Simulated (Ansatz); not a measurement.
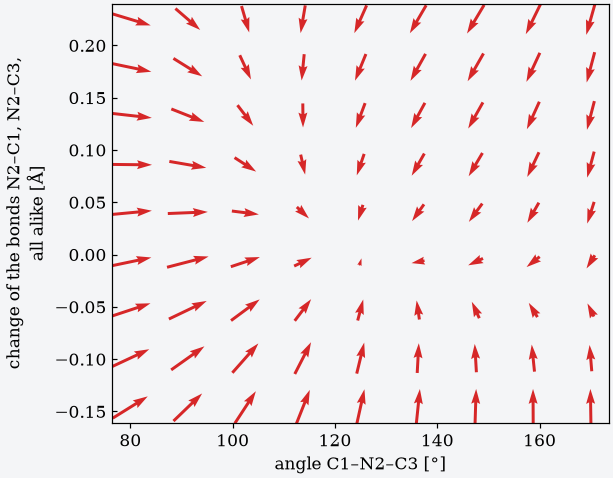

C3H4FNS, SMILES CN=C=C(F)S. 
- The first coordinate is: angle C1–N2–C3; the second: change of the bonds N2–C1, N2–C3, all alike.
- Nothing is relaxed (all other coordinates rigid).
- The scan uses a 9 × 9 grid.
- Points are written as (first, second).
- These are results of Ansatz 0.2.0, RKS BHLYP-D4/def2-SVP, not measurements.

Drawn: arrows along the force (downhill), their lengths compressed.

Question: The arrows alone are given. Where is the energy lowest?

Answer: The arrows converge at about (125°, 0.000 Å) (read from the interpolated surface).

The energy map of the same scan:

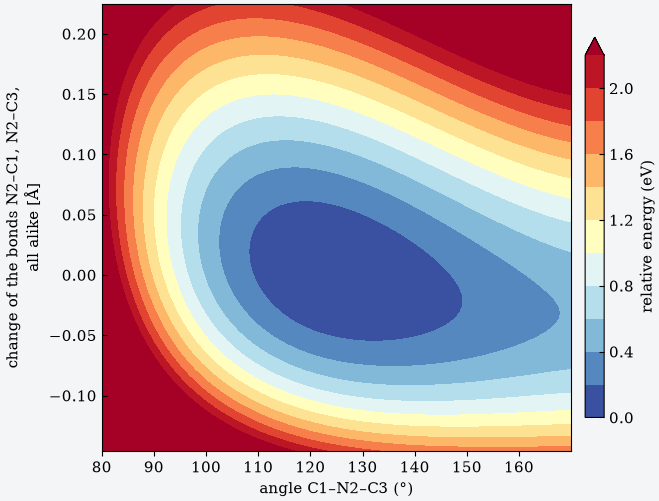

Energies are in eV, from the relaxed molecule at the same level; between grid points the surface is interpolated.
